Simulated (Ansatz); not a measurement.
# triplet COF2 at 6 levels

Aim: a comparison of 6 runs (UHF/STO-3G, U-r2SCAN/STO-3G, UHSE06/STO-3G, USVWN5/STO-3G, UCCSDT/STO-3G, UCCSD(T)/STO-3G) of triplet COF2. 

The results are computed with Ansatz 0.2.0.

62 further runs of the same task are left out: 5 that didn't finish, 57 set aside as unsound or not needed.

## (1) The system as given

The species is COF2 (4 atoms), meant as a triplet with charge 0. As SMILES of the parent species, `O=C(F)F`. Geometry: relaxed at PBE0-D4/def2-TZVP. That shape belongs to the parent species and isn't relaxed for this state.

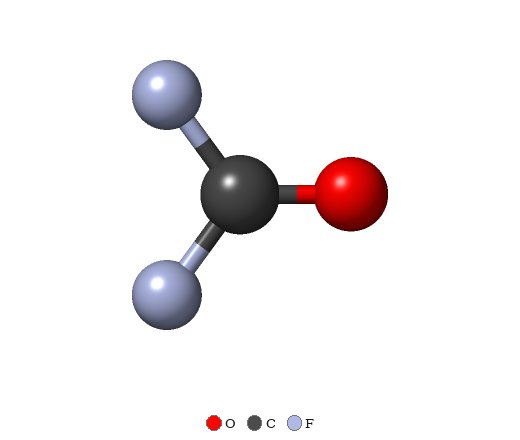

Viewed from a chosen angle; oxygen red, carbon dark grey, fluorine light blue.

## (2) A single-point energy at UHF/STO-3G (run 1)

The input, in.yaml:

```yaml
basis:
  gaussian:
    orbitals: STO-3G
crystal:
  periodic: [false, false, false]
  atoms:
    - symbol: O
      position_ang: [-1.242660, -0.157400, 0.153910]
    - symbol: C
      position_ang: [-0.091830, -0.011630, 0.011370]
    - symbol: F
      position_ang: [0.845490, -0.826670, 0.424670]
    - symbol: F
      position_ang: [0.488990, 0.995700, -0.589960]
magnetization:
  spin_polarized: true
  initial_magnetization: 2
hamiltonian:
  xc: hf
accuracy: high
```

Launch:

```console
$ ansatz run in.yaml --threads 1 --pin off --max-ram 3480MiB --events-out events.jsonl --progress --plain --runs-dir runs
```

The program printed:

```text
Warning: RAYON_NUM_THREADS=1 ignored (pool sized by the plan → 1); use --threads N
Functional definition: HF
  name "HF"
  exchange = exact_x
  correlation = 0
368 factors; integrals over basis functions are off by at most 5.4e-8 eV
mean field evaluation 1: about -8354.9238 eV, gradient 1.7e1 eV
mean field evaluation 2: about -8355.1189 eV, gradient 1.7e1 eV
mean field evaluation 4: about -8357.4657 eV, gradient 1.7e0 eV
mean field evaluation 8: about -8357.5177 eV, gradient 1.1e-4 eV
mean field evaluation 16: about -8357.0617 eV, gradient 2.5e0 eV
mean field evaluation 32: about -8356.6376 eV, gradient 1.9e0 eV
mean field -8357.51435347 eV, -307.1329875632 hartree, gradient 1.4e-8 eV, S^2 2.003868; 3 other end points of the search recorded, 0 dependent functions left out
reference -8357.51435347 eV, -307.1329875632 hartree; 17, 15 occupied and 3, 5 virtual orbitals, 368 factors
Total energy: -8357.51435347 eV, -307.1329875632 hartree
```

Wall time 0.2 s (1 thread of Arm Neoverse V2, shared host).

## (3) A single-point energy at U-r2SCAN/STO-3G (run 2)

The input, run.yaml:

```yaml
crystal:
  periodic: [false, false, false]
  atoms:
    - {symbol: O, position_ang: [-1.242660, -0.157400, 0.153910]}
    - {symbol: C, position_ang: [-0.091830, -0.011630, 0.011370]}
    - {symbol: F, position_ang: [0.845490, -0.826670, 0.424670]}
    - {symbol: F, position_ang: [0.488990, 0.995700, -0.589960]}
basis:
  gaussian:
    orbitals: STO-3G
magnetization:
  spin_polarized: true
  initial_magnetization: 2
hamiltonian:
  xc: {name: r2SCAN}
accuracy: high
```

Launch:

```console
$ ansatz run run.yaml --threads 1 --pin off --max-ram 3480MiB --events-out events.jsonl --progress --plain --runs-dir runs
```

The program printed:

```text
Warning: RAYON_NUM_THREADS=1 ignored (pool sized by the plan → 1); use --threads N
Functional definition: r2SCAN
  name "r2SCAN"
  parameter k0 = 0.174
  parameter k1 = 0.065
  parameter a1 = 4.9479
  exchange = r2scan_x(k0 = k0, k1 = k1, a1 = a1)
  correlation = r2scan_c
368 factors; integrals over basis functions are off by at most 5.4e-8 eV
mean field evaluation 1: about -8383.6976 eV, gradient 2.3e1 eV
mean field evaluation 2: about -8340.2036 eV, gradient 8.3e1 eV
mean field evaluation 4: about -8388.0741 eV, gradient 6.8e0 eV
mean field evaluation 8: about -8388.3124 eV, gradient 1.1e-1 eV
mean field evaluation 16: about -8388.3124 eV, gradient 1.3e-5 eV
mean field evaluation 32: about -8386.4297 eV, gradient 4.7e0 eV
mean field evaluation 64: about -8388.1178 eV, gradient 2.5e0 eV
mean field -8388.31244301 eV, -308.2647964782 hartree, gradient 1.7e-8 eV, S^2 2.002637; 8 other end points of the search recorded, 0 dependent functions left out
reference -8388.31244323 eV, -308.2647964862 hartree; 17, 15 occupied and 3, 5 virtual orbitals, 368 factors
Total energy: -8388.31244323 eV, -308.2647964862 hartree
```

It took 12 s on 1 thread of Arm Neoverse V2, shared host; peak memory 0.21 GiB.

Runs 3 to 5 aren't shown in full; the table further down has their settings and results.

## (4) A single-point energy at UCCSD(T)/STO-3G (run 6)

Edit in.yaml of step 2 so:

```diff
@@ -1,4 +1 @@
-basis:
-  gaussian:
-    orbitals: STO-3G
 crystal:
@@ -14,2 +11,5 @@
       position_ang: [0.488990, 0.995700, -0.589960]
+basis:
+  gaussian:
+    orbitals: STO-3G
 magnetization:
@@ -17,4 +17,7 @@
   initial_magnetization: 2
-hamiltonian:
-  xc: hf
+correlation:
+  method: ccsd_t
+  frozen_orbitals: {C: 1, F: 1, O: 1}
 accuracy: high
+scf:
+  omitted_lower_state_checks: [cluster_reference, increment]
```

Launch:

```console
$ ansatz run in.yaml --threads 1 --pin off --max-ram 3480MiB --events-out events.jsonl --progress --plain --runs-dir runs
```

The program printed, shortened:

```text
Warning: RAYON_NUM_THREADS=1 ignored (pool sized by the plan → 1); use --threads N
[... 2 set-up lines as earlier in the session ...]
[...]
368 factors; integrals over basis functions are off by at most 5.4e-8 eV
[...]
mean field -8357.51435347 eV, -307.1329875632 hartree, gradient 1.4e-8 eV, S^2 2.003868; 6 other end points of the search recorded, 0 dependent functions left out
4 core orbitals not correlated: weight in the atoms' cores, before any rotation towards them, 1.000 or more for the frozen orbitals, at most 0.000 for the correlated occupied ones
reference -8357.51435347 eV, -307.1329875632 hartree; 13, 11 occupied and 3, 5 virtual orbitals, 368 factors
second order -2.17315230 eV of doubles, -0.00000000 eV of singles
cycle   1  -2.57188518 eV  change   -4.0e-1 eV  update   6.2e-2
[...]
cycle  25  -2.85519759 eV  change  -9.0e-10 eV  update   1.1e-9
perturbative correction -0.08918580 eV, -0.0032775178 hartree
Total energy: -8360.45873686 eV, -307.2411916572 hartree
Checks for a lower state left out: cluster_reference, increment
```

It took 0.6 s on 1 thread of Arm Neoverse V2, shared host.

## (5) All runs side by side

```tsv
run	level	frozen core orbitals	energy (Eh)	⟨S²⟩	wall time
1	UHF/STO-3G	–	-307.132988	2.004	0.2 s
2	U-r2SCAN/STO-3G	–	-308.264796	2.003	12 s
3	UHSE06/STO-3G	–	-308.080184	2.002	2.2 s
4	USVWN5/STO-3G	–	-306.167291	2.001	3.3 s
5	UCCSDT/STO-3G	4	-307.242193	2.004	3 s
6	UCCSD(T)/STO-3G	4	-307.241192	2.004	0.6 s
```

## (6) Results

| quantity | value |
| --- | --- |
| run 6: total energy | -307.24119 Eh |
| run 6: correlation energy (4 core orbitals frozen) | -108.2 mEh |
| run 6: (T) correction | -3.28 mEh |
| run 6: ⟨S²⟩ of the reference determinant | 2.004 |
| run 6: T1 diagnostic | 0.014 |

In words: Below the UHF energy at the same shape and in the same basis (STO-3G): UCCSDT -109.2 mEh; UCCSD(T) -108.2 mEh. Totals of different functionals can't be ranked against each other. In runs 1, 2, 3, 4, 5, 6 the basis is minimal, so the values are rough. All runs together took 21 s, the longest 12 s.
